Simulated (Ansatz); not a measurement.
# CH10N2SiSn: inversion of the pyramid at N1, part 2 of 2

Aim: the minimum-energy path and barrier of the inversion of the pyramid at N1. The ends are relaxed first, then joined by a nudged elastic band. SMILES of the start: N[CH](N)[SnH2][SiH3].

Ansatz 0.2.0; RKS LDA/def2-SVP.

**5. The band**

crystal.atoms is end A as relaxed above, and neb.final_atoms is end B, turned to lie on A. With 5 inner images the band has 7 in all. The start path is listed, through a guess of the saddle.

input.yaml reads:

```yaml
crystal:
  periodic: [false, false, false]
  atoms:
    - { symbol: "N", position_ang: [1.880169, -0.110128, -0.249629] }
    - { symbol: C, position_ang: [0.959959, -0.700134, 0.678671] }
    - { symbol: "N", position_ang: [0.509847, 0.029445, 1.828386] }
    - { symbol: Sn, position_ang: [-0.815467, -1.22736, -0.456914] }
    - { symbol: Si, position_ang: [-1.670972, 1.071984, -1.160936] }
    - { symbol: H, position_ang: [1.518223, 0.768811, -0.647827] }
    - { symbol: H, position_ang: [2.802499, 0.085045, 0.170353] }
    - { symbol: H, position_ang: [1.394118, -1.66478, 1.029404] }
    - { symbol: H, position_ang: [0.05692, 0.918397, 1.569539] }
    - { symbol: H, position_ang: [1.271419, 0.239099, 2.492613] }
    - { symbol: H, position_ang: [-0.456528, -2.18008, -1.843909] }
    - { symbol: H, position_ang: [-1.997816, -2.030762, 0.500628] }
    - { symbol: H, position_ang: [-0.615887, 1.781166, -1.977839] }
    - { symbol: H, position_ang: [-2.943342, 1.045325, -1.96695] }
    - { symbol: H, position_ang: [-1.915144, 1.923173, 0.063809] }
basis:
  gaussian: { orbitals: def2-SVP }
hamiltonian:
  xc: lda
neb:
  order_check: false
  images: 5
  f_tol: 0.03
  max_iterations: 60
  final_atoms:
    - { symbol: "N", position_ang: [1.99409415, 0.02077983, -0.0014444] }
    - { symbol: C, position_ang: [0.9859744, -0.63489952, 0.77762654] }
    - { symbol: "N", position_ang: [0.45939477, 0.14238317, 1.85129097] }
    - { symbol: Sn, position_ang: [-0.77698093, -1.23369359, -0.39825441] }
    - { symbol: Si, position_ang: [-1.66198022, 1.06803311, -1.06696459] }
    - { symbol: H, position_ang: [1.61634789, 0.78291602, -0.58449679] }
    - { symbol: H, position_ang: [2.52634611, -0.62126368, -0.60343997] }
    - { symbol: H, position_ang: [1.42844352, -1.57426082, 1.1815928] }
    - { symbol: H, position_ang: [-0.11212549, 0.93171598, 1.51457156] }
    - { symbol: H, position_ang: [1.2290876, 0.54103058, 2.41450954] }
    - { symbol: H, position_ang: [-0.25970728, -2.04818415, -1.83249543] }
    - { symbol: H, position_ang: [-2.00572236, -2.17616203, 0.359084] }
    - { symbol: H, position_ang: [-0.5318195, 1.86494702, -1.67934704] }
    - { symbol: H, position_ang: [-2.79756055, 1.05023186, -2.05566402] }
    - { symbol: H, position_ang: [-2.1157941, 1.83562723, 0.15283024] }
  initial_path:
    images:
      - { positions_ang: [[1.880169, -0.110128, -0.249629], [0.959959, -0.700134, 0.678671], [0.509847, 0.029445, 1.828386], [-0.815467, -1.22736, -0.456914], [-1.670972, 1.071984, -1.160936], [1.518223, 0.768811, -0.647827], [2.802499, 0.085045, 0.170353], [1.394118, -1.66478, 1.029404], [0.05692, 0.918397, 1.569539], [1.271419, 0.239099, 2.492613], [-0.456528, -2.18008, -1.843909], [-1.997816, -2.030762, 0.500628], [-0.615887, 1.781166, -1.977839], [-2.943342, 1.045325, -1.96695], [-1.915144, 1.923173, 0.063809]] }
      - { positions_ang: [[1.91279595, -0.08492829, -0.18492059], [0.9477983, -0.70421854, 0.69211545], [0.51128768, 0.03558119, 1.85155642], [-0.78983129, -1.17244749, -0.46722234], [-1.70750747, 1.08822501, -1.18208208], [1.51353021, 0.69604079, -0.72718306], [2.84500492, -0.01512682, 0.2120912], [1.38827243, -1.66879837, 1.02662042], [0.10479459, 0.94729113, 1.60095847], [1.31442645, 0.22475644, 2.50299984], [-0.42666934, -2.1219478, -1.85505895], [-1.99112661, -2.00443139, 0.49024436], [-0.6869804, 1.81889862, -1.98547487], [-2.9630201, 0.99769867, -1.98365001], [-1.99477733, 1.91260784, 0.03840473]] }
      - { positions_ang: [[1.9454229, -0.05972858, -0.12021218], [0.9356376, -0.70830308, 0.7055599], [0.51272837, 0.04171738, 1.87472684], [-0.76419559, -1.11753497, -0.47753067], [-1.74404295, 1.10446602, -1.20322816], [1.50883741, 0.62327059, -0.80653912], [2.88751084, -0.11529865, 0.25382941], [1.38242687, -1.67281674, 1.02383684], [0.15266918, 0.97618526, 1.63237794], [1.3574339, 0.21041388, 2.51338669], [-0.39681067, -2.0638156, -1.8662089], [-1.98443722, -1.97810077, 0.47986072], [-0.7580738, 1.85663124, -1.99311073], [-2.98269819, 0.95007235, -2.00035003], [-2.07441066, 1.90204268, 0.01300047]] }
      - { positions_ang: [[1.97804986, -0.03452887, -0.05550377], [0.9234769, -0.71238762, 0.71900435], [0.51416905, 0.04785357, 1.89789726], [-0.73855988, -1.06262246, -0.48783901], [-1.78057842, 1.12070703, -1.22437424], [1.50414462, 0.55050038, -0.88589518], [2.93001676, -0.21547047, 0.29556761], [1.3765813, -1.67683511, 1.02105326], [0.20054377, 1.00507939, 1.6637974], [1.40044135, 0.19607133, 2.52377353], [-0.36695201, -2.0056834, -1.87735886], [-1.97774782, -1.95177016, 0.46947708], [-0.8291672, 1.89436386, -2.0007466], [-3.00237629, 0.90244602, -2.01705004], [-2.15404399, 1.89147752, -0.0124038]] }
      - { positions_ang: [[1.98339796, -0.01609264, -0.03748398], [0.9443094, -0.68655826, 0.73854508], [0.49591096, 0.07936344, 1.88236183], [-0.7513669, -1.11964617, -0.45797747], [-1.74104569, 1.10314905, -1.17190436], [1.54154571, 0.62797226, -0.78542905], [2.79545987, -0.35073487, -0.00410158], [1.39386871, -1.64264368, 1.07456644], [0.09632068, 0.98062492, 1.61405546], [1.34332343, 0.31105774, 2.4873522], [-0.33120377, -2.01985032, -1.86240438], [-1.98707267, -2.02656745, 0.43267938], [-0.7300513, 1.88455825, -1.89361341], [-2.93410438, 0.95170797, -2.02992137], [-2.14129403, 1.87286076, 0.04267422]] }
      - { positions_ang: [[1.98874606, 0.00234359, -0.01946419], [0.9651419, -0.66072889, 0.75808581], [0.47765286, 0.1108733, 1.8668264], [-0.76417392, -1.17666988, -0.42811594], [-1.70151295, 1.08559108, -1.11943447], [1.5789468, 0.70544414, -0.68496292], [2.66090299, -0.48599927, -0.30377077], [1.41115612, -1.60845225, 1.12807962], [-0.0079024, 0.95617045, 1.56431351], [1.28620552, 0.42604416, 2.45093087], [-0.29545552, -2.03401723, -1.84744991], [-1.99639751, -2.10136474, 0.39588169], [-0.6309354, 1.87475263, -1.78648023], [-2.86583246, 1.00096991, -2.0427927], [-2.12854406, 1.854244, 0.09775223]] }
      - { positions_ang: [[1.99409415, 0.02077983, -0.0014444], [0.9859744, -0.63489952, 0.77762654], [0.45939477, 0.14238317, 1.85129097], [-0.77698093, -1.23369359, -0.39825441], [-1.66198022, 1.06803311, -1.06696459], [1.61634789, 0.78291602, -0.58449679], [2.52634611, -0.62126368, -0.60343997], [1.42844352, -1.57426082, 1.1815928], [-0.11212549, 0.93171598, 1.51457156], [1.2290876, 0.54103058, 2.41450954], [-0.25970728, -2.04818415, -1.83249543], [-2.00572236, -2.17616203, 0.359084], [-0.5318195, 1.86494702, -1.67934704], [-2.79756055, 1.05023186, -2.05566402], [-2.1157941, 1.83562723, 0.15283024]] }
```

Launch:

```bash
> ansatz run input.yaml --threads 2 --pin off --max-ram 3072MiB --backend cpu --events-out ev --progress --plain --runs-dir out
```

The log of the run, cut to the lines that bear on the results:

```text
Warning: RAYON_NUM_THREADS=2 ignored (pool sized by the plan → 2); use --threads N
[...]
Functional definition: SPW92
[...]
1569 factors; their error is unknown
[...]
mean field -17805.59221123 eV, -654.3434446989 hartree, gradient 3.1e-5 eV, S^2 0.000000; 0 other end points of the search recorded, 0 dependent functions left out
[...]
reference -17805.59225625 eV, -654.3434463534 hartree; 33, 33 occupied and 103, 103 virtual orbitals, 1569 factors
[...]
Atom 11 at    -2.046026    -2.087430     0.457311 Å, force    -0.003403    -0.000927     0.001165 eV/Å
Atom 12 at    -0.556657     1.814493    -1.809214 Å, force     0.000985     0.001665    -0.000437 eV/Å
Atom 13 at    -2.854425     1.045030    -2.055970 Å, force     0.001687     0.002031    -0.001467 eV/Å
Atom 14 at    -2.056750     1.880204     0.091833 Å, force     0.000258     0.003331    -0.001474 eV/Å
Dipole moment:     0.506625     0.176504     0.020160 e Å
this run last wrote the band of iteration 11 to <dir>
```

Wall time 1.9 min (2 threads of Arm Neoverse V2, shared host); peak memory 0.18 GiB.

**6. The band, image by image**

Images 0 and 6 are the ends. Energies count from image 0; the path length is the program's own measure over all atoms.

| image | path (Å) | energy (eV) | sum of angles at N1 (°) | band force (eV/Å) |
| --- | --- | --- | --- | --- |
| 0 | 0.000 | 0.0000 | 332.9 | - |
| 1 | 0.284 | 0.0023 | 333.4 | 0.026 |
| 2 | 0.568 | 0.0325 | 344.9 | 0.024 |
| 3* | 0.852 | 0.0896 | 360.0 | 0.016 |
| 4 | 1.150 | 0.0295 | 346.2 | 0.018 |
| 5 | 1.447 | -0.0077 | 336.9 | 0.010 |
| 6 | 1.745 | -0.0152 | 334.9 | - |

The star marks the climbing image.

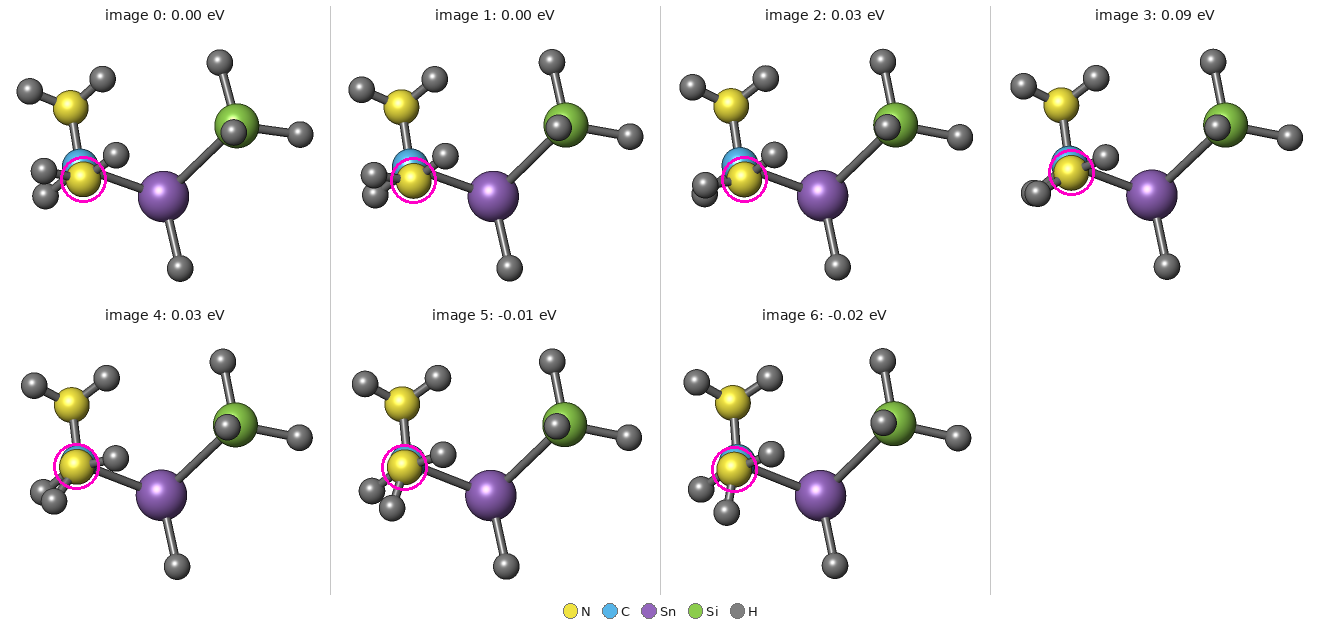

Snapshots along the band, viewed from a free direction. Ringed: N1. Sticks join atoms closer than a bonding distance in each image.

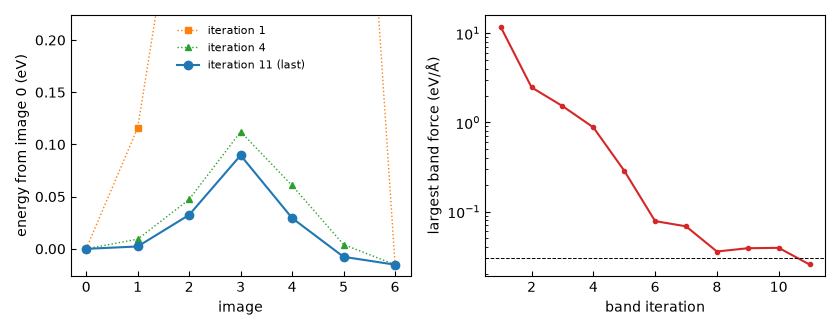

Left: energy of each image for early iterations and the last one (lines only join the points; early values far above the last band run off the scale). Right: the largest band force by iteration, with the threshold dashed.

How the highest energy settled:

```csv
iteration,highest image above image 0 (eV),largest band force (eV/Å)
1,1.0362,11.768
2,0.3075,2.469
3,0.1951,1.525
4,0.1122,0.880
5,0.0953,0.287
6,0.0917,0.078
7,0.0904,0.068
8,0.0901,0.036
9,0.0899,0.039
10,0.0897,0.039
11,0.0896,0.026
```

Positions of all images (Å):

```xyz
15
image=0 dE=0.0000
N     1.880   -0.110   -0.250
C     0.960   -0.700    0.679
N     0.510    0.029    1.828
Sn   -0.815   -1.227   -0.457
Si   -1.671    1.072   -1.161
H     1.518    0.769   -0.648
H     2.802    0.085    0.170
H     1.394   -1.665    1.029
H     0.057    0.918    1.570
H     1.271    0.239    2.493
H    -0.457   -2.180   -1.844
H    -1.998   -2.031    0.501
H    -0.616    1.781   -1.978
H    -2.943    1.045   -1.967
H    -1.915    1.923    0.064
15
image=1 dE=0.0023
N     1.877   -0.140   -0.271
C     0.956   -0.697    0.679
N     0.515    0.066    1.810
Sn   -0.824   -1.237   -0.443
Si   -1.674    1.070   -1.129
H     1.541    0.755   -0.656
H     2.820    0.009    0.120
H     1.386   -1.655    1.050
H     0.025    0.929    1.533
H     1.287    0.327    2.444
H    -0.446   -2.175   -1.835
H    -2.010   -2.056    0.497
H    -0.568    1.825   -1.833
H    -2.875    1.057   -2.038
H    -2.031    1.873    0.101
15
image=2 dE=0.0325
N     1.856   -0.115   -0.257
C     0.956   -0.673    0.701
N     0.503    0.077    1.837
Sn   -0.825   -1.236   -0.418
Si   -1.675    1.067   -1.120
H     1.580    0.794   -0.647
H     2.857   -0.155   -0.035
H     1.404   -1.626    1.062
H    -0.047    0.905    1.568
H     1.274    0.391    2.447
H    -0.393   -2.145   -1.812
H    -2.040   -2.082    0.465
H    -0.558    1.820   -1.806
H    -2.858    1.051   -2.053
H    -2.057    1.876    0.097
15
image=3 dE=0.0896
N     1.885   -0.007   -0.135
C     0.965   -0.648    0.724
N     0.463    0.063    1.870
Sn   -0.819   -1.232   -0.399
Si   -1.674    1.063   -1.120
H     1.592    0.778   -0.720
H     2.864   -0.286   -0.184
H     1.424   -1.601    1.072
H    -0.074    0.895    1.582
H     1.243    0.405    2.457
H    -0.378   -2.133   -1.802
H    -2.046   -2.087    0.457
H    -0.557    1.814   -1.809
H    -2.854    1.045   -2.056
H    -2.057    1.880    0.092
15
image=4 dE=0.0295
N     1.948    0.098   -0.015
C     0.981   -0.628    0.740
N     0.440    0.056    1.879
Sn   -0.799   -1.226   -0.402
Si   -1.669    1.067   -1.116
H     1.587    0.750   -0.721
H     2.767   -0.417   -0.346
H     1.448   -1.579    1.082
H    -0.093    0.889    1.584
H     1.216    0.408    2.466
H    -0.366   -2.121   -1.814
H    -2.021   -2.092    0.450
H    -0.557    1.824   -1.806
H    -2.850    1.041   -2.050
H    -2.054    1.880    0.098
15
image=5 dE=-0.0077
N     1.984    0.078    0.011
C     0.990   -0.628    0.762
N     0.444    0.087    1.872
Sn   -0.780   -1.227   -0.403
Si   -1.659    1.068   -1.103
H     1.597    0.790   -0.626
H     2.623   -0.532   -0.514
H     1.451   -1.574    1.127
H    -0.113    0.898    1.565
H     1.207    0.455    2.464
H    -0.321   -2.092   -1.827
H    -2.003   -2.122    0.417
H    -0.552    1.836   -1.790
H    -2.840    1.037   -2.038
H    -2.050    1.876    0.113
15
image=6 dE=-0.0152
N     1.994    0.021   -0.001
C     0.986   -0.635    0.778
N     0.459    0.142    1.851
Sn   -0.777   -1.234   -0.398
Si   -1.662    1.068   -1.067
H     1.616    0.783   -0.584
H     2.526   -0.621   -0.603
H     1.428   -1.574    1.182
H    -0.112    0.932    1.515
H     1.229    0.541    2.415
H    -0.260   -2.048   -1.832
H    -2.006   -2.176    0.359
H    -0.532    1.865   -1.679
H    -2.798    1.050   -2.056
H    -2.116    1.836    0.153
```

**7. Frequencies at the highest image**

The geometry is the highest inner image of the first converged band.

input.yaml reads:

```yaml
crystal:
  periodic: [false, false, false]
  atoms:
    - { symbol: "N", position_ang: [1.885206, -0.006582, -0.134954] }
    - { symbol: C, position_ang: [0.964621, -0.647801, 0.724454] }
    - { symbol: "N", position_ang: [0.463484, 0.063278, 1.870002] }
    - { symbol: Sn, position_ang: [-0.818738, -1.232346, -0.399175] }
    - { symbol: Si, position_ang: [-1.674029, 1.0632, -1.120054] }
    - { symbol: H, position_ang: [1.592278, 0.777834, -0.719709] }
    - { symbol: H, position_ang: [2.863921, -0.286188, -0.184373] }
    - { symbol: H, position_ang: [1.423772, -1.600905, 1.071977] }
    - { symbol: H, position_ang: [-0.073983, 0.895097, 1.581988] }
    - { symbol: H, position_ang: [1.243234, 0.404529, 2.456904] }
    - { symbol: H, position_ang: [-0.377909, -2.133213, -1.801621] }
    - { symbol: H, position_ang: [-2.046026, -2.08743, 0.457311] }
    - { symbol: H, position_ang: [-0.556657, 1.814493, -1.809214] }
    - { symbol: H, position_ang: [-2.854425, 1.04503, -2.05597] }
    - { symbol: H, position_ang: [-2.05675, 1.880204, 0.091833] }
basis:
  gaussian: { orbitals: def2-SVP }
hamiltonian:
  xc: lda
phonons: {}
```

Launch:

```bash
> ansatz run input.yaml --threads 2 --pin off --max-ram 3072MiB --backend cpu --events-out ev --progress --plain --runs-dir out
```

The log of the run, cut to the lines that bear on the results:

```text
Warning: RAYON_NUM_THREADS=2 ignored (pool sized by the plan → 2); use --threads N
[...]
[... 1 set-up line as earlier in the session ...]
[...]
1569 factors; their error is unknown
[...]
mean field -17805.50259716 eV, -654.3401514426 hartree, gradient 6.7e-5 eV, S^2 0.000000; 0 other end points of the search recorded, 0 dependent functions left out
[...]
reference -17805.50264257 eV, -654.3401531114 hartree; 33, 33 occupied and 103, 103 virtual orbitals, 1569 factors
[...]
1569 factors; their error is unknown
[...]
WARN: phonons: modes at or below zero, which the zero-point energy, F, S and C_V leave out: 1, the lowest at -473.25 cm⁻¹. A minimum has none, and a first-order saddle one
[...]
Atom 9 at     1.243234     0.404529     2.456904 Å, force    -0.003056     0.001781     0.006078 eV/Å
Atom 10 at    -0.377909    -2.133213    -1.801621 Å, force     0.001637    -0.001171    -0.000761 eV/Å
Atom 11 at    -2.046026    -2.087430     0.457311 Å, force    -0.003333    -0.000932     0.001196 eV/Å
Atom 12 at    -0.556657     1.814493    -1.809214 Å, force     0.001024     0.001617    -0.000362 eV/Å
Atom 13 at    -2.854425     1.045030    -2.055970 Å, force     0.001687     0.002034    -0.001461 eV/Å
Atom 14 at    -2.056750     1.880204     0.091833 Å, force     0.000251     0.003355    -0.001460 eV/Å
Dipole moment:     0.506626     0.176505     0.020160 e Å
[...]
```

Wall time 2 min (2 threads of Arm Neoverse V2, shared host); peak memory 0.18 GiB.

Of 39 modes, 1 is imaginary by more than 30 cm⁻¹ (473i cm⁻¹).

**8. Results**

The summary covers parts 1 to 2.

```
                    quantity                     value
                       end A   7 moves, 0.495 eV lower
                       end B  21 moves, 0.672 eV lower
            barrier forwards                  0.090 eV
           barrier backwards                  0.105 eV
second end relative to first                 -0.015 eV
               highest image     3 of 0 to 6, climbing
             band iterations                        11
  imaginary modes at the top                 473i cm⁻¹
```

**Reading.** The barrier from the first end is 0.090 eV, 3 times kT at 300 K; with a typical attempt rate of 10^13 per second that is roughly 10^11 events a second. Going back costs 0.10 eV, since the second end is 0.015 eV below the first. One imaginary mode, as a first-order saddle point has. These are electronic energies, with no zero-point or thermal terms. Tunnelling, which matters where hydrogen moves, is missing too.
